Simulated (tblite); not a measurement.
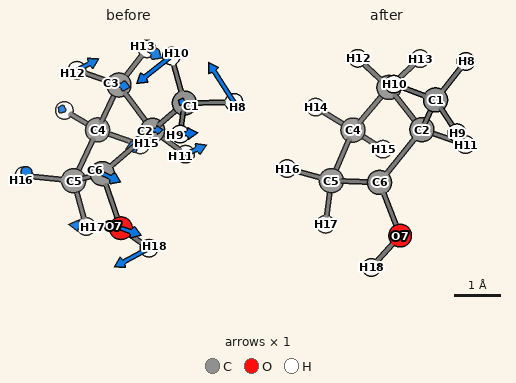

The structure of C₆H₁₁O (multiplicity 2) before (left) and after (right) a relaxation, at one scale. The blue arrows give the displacements, at their true length.

A ball-and-stick model, seen from a free direction.

Level of theory: GFN2-xTB geometry optimisation, gas phase (tblite). 

### Describe what moved and what it gained.

The atom that moves furthest after the best rigid fit is H8 (1.09 Å). Largest moves by element: H 1.09 Å, O 0.56 Å, C 0.54 Å. Near-neighbour distances that change, for instance: C1–C2 1.494 → 1.530 Å, C4–H15 1.126 → 1.091 Å, C4–C5 1.502 → 1.535 Å, C1–H8 1.119 → 1.088 Å. Bond angles that change, for instance: C2–C6–C5 101.0° → 112.2°, C5–C6–O7 112.9° → 123.1°, C2–C3–C4 97.0° → 104.6°. Groups turn about C1–C2 by about 40°. The energy falls by 25.1 kcal/mol in 128 geometry steps. The run took 0.69 s on 1 thread of Intel(R) Xeon(R) Platinum 8488C (shared host).
